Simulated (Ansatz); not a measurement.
# CH$_{4}$FOSi: molecular dynamics (part 2 of 2)

CH$_{4}$FOSi, multiplicity 2, SMILES CO[SiH]F; UKS PBE-d3bj/def2-SVP (Ansatz 0.2.0). The geometry comes from this level: PBE0-D4/def2-TZVP.

Geometry of the input (Å):
```
C  -0.1581  1.1817  -0.0821
O  -0.4501  -0.0902  0.4588
Si -0.0864  -1.5389  -0.1901
F  1.4944  -1.6433  -0.4492
H  -0.6062  1.3035  -1.0731
H  0.9214  1.3372  -0.1592
H  -0.5769  1.9346  0.5862
H  -0.4457  -2.5417  0.8531
```

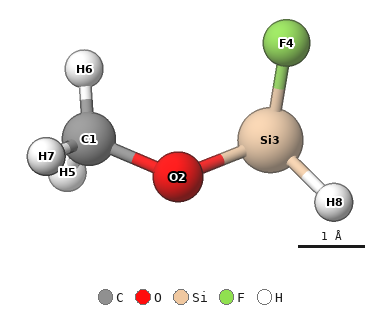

*The geometry at step 20 of the log (ball-and-stick view, seen on its broad side; atoms are numbered from 1 in the order of the input).*

Trajectory as extended XYZ, continued
```
8
Properties=species:S:1:pos:R:3:forces:R:3 step=9 time_fs=4.5 energy=-13726.61391 temperature=843.8
C    -0.1549    1.2096   -0.0915   -1.1863   0.9842  -0.4980
O    -0.4520   -0.1142    0.4844    0.5182   2.8600  -0.0574
Si   -0.0685   -1.5429   -0.2195   -3.2667  -1.8577   1.1607
F     1.4796   -1.6480   -0.4202    3.0168  -0.2483  -0.3877
H    -0.9019    1.3754   -0.9978    1.4140  -0.2022   1.2736
H     0.9353    1.4443   -0.4258   -1.2591  -0.9276   0.3730
H    -0.4080    2.0787    0.6500    0.2177  -1.5825  -0.6629
H    -0.5635   -2.6164    0.9575    0.5454   0.9741  -1.2014
8
Properties=species:S:1:pos:R:3:forces:R:3 step=10 time_fs=5.0 energy=-13726.60868 temperature=836.9
C    -0.1556    1.2136   -0.0929   -1.1850   0.8131  -0.4894
O    -0.4519   -0.1150    0.4873    0.5783   2.8726  -0.1403
Si   -0.0677   -1.5441   -0.2224   -3.3682  -1.7577   1.2268
F     1.4797   -1.6487   -0.4172    3.0852  -0.2606  -0.3888
H    -0.9216    1.3815   -0.9762    1.3930  -0.1903   1.1588
H     0.9257    1.4479   -0.4528   -1.2247  -0.9590   0.3985
H    -0.3862    2.0787    0.6497    0.1580  -1.4887  -0.5450
H    -0.5716   -2.6150    0.9575    0.5634   0.9706  -1.2207
8
Properties=species:S:1:pos:R:3:forces:R:3 step=11 time_fs=5.5 energy=-13726.62753 temperature=860.8
C    -0.1565    1.2178   -0.0944   -1.1611   0.5621  -0.4572
O    -0.4518   -0.1153    0.4902    0.6317   2.8499  -0.2249
Si   -0.0672   -1.5455   -0.2252   -3.4330  -1.6290   1.2767
F     1.4801   -1.6494   -0.4143    3.1238  -0.2717  -0.3870
H    -0.9379    1.3873   -0.9518    1.3086  -0.1651   0.9854
H     0.9132    1.4492   -0.4788   -1.1336  -0.9695   0.4029
H    -0.3641    2.0752    0.6480    0.0914  -1.3258  -0.3757
H    -0.5783   -2.6112    0.9546    0.5721   0.9490  -1.2202
8
Properties=species:S:1:pos:R:3:forces:R:3 step=12 time_fs=6.0 energy=-13726.66401 temperature=907.2
C    -0.1577    1.2221   -0.0960   -1.1106   0.2305  -0.3988
O    -0.4516   -0.1152    0.4931    0.6785   2.7954  -0.3113
Si   -0.0669   -1.5471   -0.2279   -3.4593  -1.4734   1.3095
F     1.4810   -1.6501   -0.4114    3.1316  -0.2814  -0.3823
H    -0.9511    1.3926   -0.9250    1.1540  -0.1253   0.7548
H     0.8979    1.4481   -0.5038   -0.9886  -0.9597   0.3830
H    -0.3417    2.0685    0.6455    0.0233  -1.0955  -0.1554
H    -0.5836   -2.6052    0.9488    0.5712   0.9093  -1.1996
8
Properties=species:S:1:pos:R:3:forces:R:3 step=13 time_fs=6.5 energy=-13726.70931 temperature=965.0
C    -0.1591    1.2265   -0.0977   -1.0303  -0.1769  -0.3105
O    -0.4513   -0.1147    0.4960    0.7186   2.7130  -0.3995
Si   -0.0670   -1.5487   -0.2304   -3.4453  -1.2917   1.3231
F     1.4822   -1.6508   -0.4086    3.1079  -0.2896  -0.3749
H    -0.9615    1.3976   -0.8964    0.9236  -0.0698   0.4707
H     0.8802    1.4448   -0.5279   -0.7943  -0.9309   0.3365
H    -0.3193    2.0592    0.6426   -0.0400  -0.8043   0.1119
H    -0.5876   -2.5970    0.9401    0.5598   0.8502  -1.1574
8
Properties=species:S:1:pos:R:3:forces:R:3 step=14 time_fs=7.0 energy=-13726.75399 temperature=1022.2
C    -0.1607    1.2308   -0.0994   -0.9195  -0.6460  -0.1871
O    -0.4509   -0.1138    0.4988    0.7519   2.6066  -0.4895
Si   -0.0674   -1.5505   -0.2329   -3.3893  -1.0840   1.3142
F     1.4838   -1.6516   -0.4058    3.0531  -0.2962  -0.3653
H    -0.9697    1.4024   -0.8667    0.6161   0.0022   0.1413
H     0.8607    1.4392   -0.5513   -0.5578  -0.8853   0.2629
H    -0.2970    2.0479    0.6399   -0.0911  -0.4669   0.4146
H    -0.5902   -2.5867    0.9286    0.5365   0.7697  -1.0911
8
Properties=species:S:1:pos:R:3:forces:R:3 step=15 time_fs=7.5 energy=-13726.79021 temperature=1068.8
C    -0.1625    1.2350   -0.1012   -0.7822  -1.1499  -0.0239
O    -0.4504   -0.1125    0.5015    0.7782   2.4800  -0.5814
Si   -0.0680   -1.5524   -0.2352   -3.2899  -0.8495   1.2787
F     1.4859   -1.6525   -0.4030    2.9679  -0.3013  -0.3536
H    -0.9764    1.4073   -0.8366    0.2394   0.0898  -0.2176
H     0.8398    1.4315   -0.5739   -0.2905  -0.8256   0.1639
H    -0.2749    2.0356    0.6383   -0.1223  -0.1081   0.7311
H    -0.5915   -2.5747    0.9145    0.4994   0.6647  -0.9972
8
Properties=species:S:1:pos:R:3:forces:R:3 step=16 time_fs=8.0 energy=-13726.81410 temperature=1099.9
C    -0.1644    1.2389   -0.1030   -0.6302  -1.6475   0.1817
O    -0.4497   -0.1108    0.5041    0.7973   2.3369  -0.6746
Si   -0.0690   -1.5543   -0.2375   -3.1457  -0.5867   1.2116
F     1.4883   -1.6534   -0.4003    2.8537  -0.3048  -0.3403
H    -0.9826    1.4124   -0.8071   -0.1847   0.1898  -0.5798
H     0.8182    1.4218   -0.5963   -0.0091  -0.7558   0.0449
H    -0.2530    2.0229    0.6384   -0.1275   0.2361   1.0279
H    -0.5917   -2.5610    0.8981    0.4462   0.5320  -0.8713
8
Properties=species:S:1:pos:R:3:forces:R:3 step=17 time_fs=8.5 energy=-13726.82705 temperature=1117.4
C    -0.1665    1.2425   -0.1048   -0.4836  -2.0871   0.4258
O    -0.4489   -0.1087    0.5067    0.8091   2.1806  -0.7688
Si   -0.0702   -1.5563   -0.2396   -2.9560  -0.2936   1.1078
F     1.4910   -1.6543   -0.3976    2.7126  -0.3067  -0.3257
H    -0.9892    1.4179   -0.7789   -0.6167   0.2955  -0.9089
H     0.7966    1.4104   -0.6185    0.2645  -0.6803  -0.0841
H    -0.2315    2.0109    0.6409   -0.1044   0.5238   1.2630
H    -0.5908   -2.5460    0.8795    0.3745   0.3677  -0.7092
8
Properties=species:S:1:pos:R:3:forces:R:3 step=18 time_fs=9.0 energy=-13726.83502 temperature=1128.6
C    -0.1686    1.2457   -0.1064   -0.3690  -2.4166   0.6948
O    -0.4481   -0.1064    0.5091    0.8133   2.0140  -0.8628
Si   -0.0717   -1.5583   -0.2416   -2.7208   0.0314   0.9629
F     1.4941   -1.6552   -0.3950    2.5472  -0.3069  -0.3102
H    -0.9973    1.4241   -0.7529   -1.0006   0.3967  -1.1629
H     0.7757    1.3973   -0.6409    0.5043  -0.6036  -0.2083
H    -0.2102    2.0001    0.6465   -0.0564   0.7159   1.3934
H    -0.5890   -2.5302    0.8592    0.2821   0.1690  -0.5068
8
Properties=species:S:1:pos:R:3:forces:R:3 step=19 time_fs=9.5 energy=-13726.84540 temperature=1142.6
C    -0.1709    1.2484   -0.1079   -0.3129  -2.5965   0.9641
O    -0.4470   -0.1037    0.5114    0.8098   1.8398  -0.9556
Si   -0.0734   -1.5603   -0.2436   -2.4415   0.3889   0.7743
F     1.4975   -1.6562   -0.3924    2.3602  -0.3055  -0.2940
H    -1.0078    1.4313   -0.7297   -1.2738   0.4807  -1.3041
H     0.7559    1.3827   -0.6638    0.6836  -0.5292  -0.3095
H    -0.1891    1.9910    0.6554    0.0070   0.7874   1.3871
H    -0.5865   -2.5139    0.8378    0.1677  -0.0656  -0.2623
8
Properties=species:S:1:pos:R:3:forces:R:3 step=20 time_fs=10.0 energy=-13726.86262 temperature=1164.9
C    -0.1732    1.2506   -0.1093   -0.3320  -2.6126   1.2026
O    -0.4459   -0.1007    0.5135    0.7983   1.6604  -1.0454
Si   -0.0753   -1.5623   -0.2455   -2.1215   0.7763   0.5430
F     1.5013   -1.6572   -0.3899    2.1551  -0.3027  -0.2773
H    -1.0213    1.4396   -0.7097   -1.3844   0.5350  -1.3108
H     0.7378    1.3669   -0.6874    0.7805  -0.4585  -0.3688
H    -0.1679    1.9837    0.6676    0.0723   0.7364   1.2339
H    -0.5836   -2.4979    0.8157    0.0316  -0.3343   0.0229
8
Properties=species:S:1:pos:R:3:forces:R:3 step=21 time_fs=10.5 energy=-13726.88505 temperature=1193.5
C    -0.1755    1.2523   -0.1104   -0.4242  -2.4798   1.3815
O    -0.4446   -0.0975    0.5155    0.7790   1.4781  -1.1304
Si   -0.0774   -1.5642   -0.2473   -1.7672   1.1868   0.2756
F     1.5053   -1.6583   -0.3874    1.9352  -0.2985  -0.2605
H    -1.0382    1.4492   -0.6927   -1.3086   0.5512  -1.1862
H     0.7215    1.3500   -0.7119    0.7828  -0.3908  -0.3706
H    -0.1466    1.9783    0.6828    0.1262   0.5834   0.9493
H    -0.5806   -2.4826    0.7936   -0.1231  -0.6305   0.3413
8
Properties=species:S:1:pos:R:3:forces:R:3 step=22 time_fs=11.0 energy=-13726.90548 temperature=1219.4
C    -0.1780    1.2535   -0.1112   -0.5680  -2.2368   1.4829
O    -0.4433   -0.0941    0.5173    0.7517   1.2948  -1.2088
Si   -0.0796   -1.5660   -0.2492   -1.3890   1.6068  -0.0134
F     1.5095   -1.6594   -0.3849    1.7040  -0.2929  -0.2435
H    -1.0581    1.4602   -0.6786   -1.0598   0.5272  -0.9579
H     0.7071    1.3321   -0.7374    0.6918  -0.3231  -0.3069
H    -0.1249    1.9742    0.7003    0.1585   0.3647   0.5695
H    -0.5779   -2.4688    0.7724   -0.2892  -0.9407   0.6782
8
Properties=species:S:1:pos:R:3:forces:R:3 step=23 time_fs=11.5 energy=-13726.91506 temperature=1231.6
C    -0.1806    1.2542   -0.1117   -0.7295  -1.9334   1.5040
O    -0.4418   -0.0905    0.5189    0.7167   1.1118  -1.2789
Si   -0.0820   -1.5677   -0.2510   -1.0020   2.0157  -0.3012
F     1.5140   -1.6606   -0.3824    1.4650  -0.2861  -0.2265
H    -1.0807    1.4724   -0.6668   -0.6824   0.4679  -0.6683
H     0.6943    1.3135   -0.7635    0.5223  -0.2515  -0.1795
H    -0.1029    1.9710    0.7191    0.1651   0.1200   0.1405
H    -0.5760   -2.4572    0.7528   -0.4552  -1.2444   1.0099
8
Properties=species:S:1:pos:R:3:forces:R:3 step=24 time_fs=12.0 energy=-13726.90820 temperature=1223.1
C    -0.1833    1.2545   -0.1119   -0.8753  -1.6170   1.4550
O    -0.4402   -0.0867    0.5204    0.6742   0.9296  -1.3390
Si   -0.0844   -1.5692   -0.2528   -0.6249   2.3862  -0.5577
F     1.5186   -1.6617   -0.3800    1.2215  -0.2781  -0.2094
H    -1.1048    1.4857   -0.6565   -0.2360   0.3826  -0.3613
H     0.6829    1.2942   -0.7901    0.2994  -0.1727   0.0001
H    -0.0805    1.9681    0.7383    0.1467  -0.1163  -0.2935
H    -0.5751   -2.4487    0.7356   -0.6057  -1.5142   1.3058
8
Properties=species:S:1:pos:R:3:forces:R:3 step=25 time_fs=12.5 energy=-13726.88553 temperature=1194.7
C    -0.1862    1.2545   -0.1118   -0.9814  -1.3237   1.3530
O    -0.4385   -0.0827    0.5216    0.6245   0.7480  -1.3878
Si   -0.0869   -1.5704   -0.2547   -0.2781   2.6882  -0.7495
F     1.5234   -1.6629   -0.3776    0.9766  -0.2691  -0.1925
H    -1.1295    1.4999   -0.6472    0.2218   0.2821  -0.0717
H     0.6721    1.2746   -0.8167    0.0519  -0.0848   0.2139
H    -0.0577    1.9649    0.7567    0.1078  -0.3206  -0.6979
H    -0.5756   -2.4437    0.7215   -0.7232  -1.7200   1.5325
8
Properties=species:S:1:pos:R:3:forces:R:3 step=26 time_fs=13.0 energy=-13726.85355 temperature=1154.6
C    -0.1893    1.2543   -0.1115   -1.0374  -1.0750   1.2168
O    -0.4367   -0.0787    0.5226    0.5678   0.5658  -1.4239
Si   -0.0895   -1.5715   -0.2567    0.0198   2.8946  -0.8473
F     1.5284   -1.6642   -0.3753    0.7331  -0.2591  -0.1758
H    -1.1537    1.5148   -0.6380    0.6469   0.1764   0.1783
H     0.6614    1.2547   -0.8428   -0.1929   0.0119   0.4408
H    -0.0347    1.9610    0.7735    0.0547  -0.4797  -1.0494
H    -0.5779   -2.4429    0.7111   -0.7920  -1.8350   1.6605
8
Properties=species:S:1:pos:R:3:forces:R:3 step=27 time_fs=13.5 energy=-13726.82148 temperature=1114.3
C    -0.1925    1.2538   -0.1109   -1.0437  -0.8792   1.0621
O    -0.4348   -0.0745    0.5234    0.5046   0.3813  -1.4464
Si   -0.0920   -1.5723   -0.2587    0.2561   2.9880  -0.8333
F     1.5334   -1.6655   -0.3729    0.4933  -0.2481  -0.1595
H    -1.1764    1.5302   -0.6284    1.0114   0.0731   0.3788
H     0.6503    1.2349   -0.8679   -0.4135   0.1152   0.6614
H    -0.0115    1.9559    0.7878   -0.0064  -0.5886  -1.3353
H    -0.5821   -2.4465    0.7046   -0.8019  -1.8418   1.6722
8
Properties=species:S:1:pos:R:3:forces:R:3 step=28 time_fs=14.0 energy=-13726.79764 temperature=1084.3
C    -0.1961    1.2531   -0.1100   -1.0072  -0.7359   0.9003
O    -0.4329   -0.0703    0.5240    0.4350   0.1925  -1.4546
Si   -0.0945   -1.5729   -0.2608    0.4268   2.9652  -0.7061
F     1.5385   -1.6668   -0.3706    0.2593  -0.2362  -0.1439
H    -1.1966    1.5457   -0.6178    1.3016  -0.0225   0.5283
H     0.6382    1.2153   -0.8913   -0.5954   0.2219   0.8595
H     0.0117    1.9494    0.7989   -0.0691  -0.6474  -1.5503
H    -0.5882   -2.4545    0.7022   -0.7510  -1.7377   1.5667
8
Properties=species:S:1:pos:R:3:forces:R:3 step=29 time_fs=14.5 energy=-13726.78690 temperature=1070.9
C    -0.1998    1.2523   -0.1091   -0.9373  -0.6398   0.7381
O    -0.4308   -0.0661    0.5244    0.3595  -0.0026  -1.4480
Si   -0.0970   -1.5732   -0.2630    0.5376   2.8388  -0.4812
F     1.5436   -1.6681   -0.3683    0.0328  -0.2234  -0.1290
H    -1.2138    1.5612   -0.6060    1.5129  -0.1071   0.6299
H     0.6246    1.1963   -0.9127   -0.7308   0.3282   1.0234
H     0.0347    1.9413    0.8063   -0.1281  -0.6587  -1.6932
H    -0.5961   -2.4666    0.7035   -0.6466  -1.5353   1.3600
8
Properties=species:S:1:pos:R:3:forces:R:3 step=30 time_fs=15.0 energy=-13726.79017 temperature=1075.4
C    -0.2037    1.2514   -0.1079   -0.8427  -0.5843   0.5787
O    -0.4288   -0.0619    0.5246    0.2783  -0.2058  -1.4262
Si   -0.0994   -1.5732   -0.2652    0.6010   2.6329  -0.1868
F     1.5487   -1.6695   -0.3660   -0.1850  -0.2099  -0.1152
H    -1.2273    1.5764   -0.5927    1.6459  -0.1785   0.6888
H     0.6093    1.1781   -0.9317   -0.8167   0.4304   1.1449
H     0.0574    1.9317    0.8096   -0.1781  -0.6257  -1.7650
H    -0.6055   -2.4824    0.7081   -0.5028  -1.2591   1.0809
```

Key numbers

- outcome: finished
- mean temperature over the second half: 1143 K
- trajectory: 30 steps, 15 fs
- ensemble: nvt_nose_hoover
- temperature in the input: 1500 K
- time step: 0.5 fs
- potential energy (last step): −13726.7902 eV
- mean-field energy (last step): −13726.6632 eV
- dispersion energy (last step): −0.1270 eV
- ⟨S²⟩ (last step): 0.751
- SCF solution under orbital rotations (last step): stable
- largest force (length of the vector) (last step): 2.707 eV/Å
- dipole moment (last step): 1.47 D
- hardware: 4 threads of Arm Neoverse V2, 23 GiB of memory available, shared host
- wall time: 25 s (CPU time 90 s)
- peak memory: 0.36 GiB

So short a trajectory is not equilibrated.
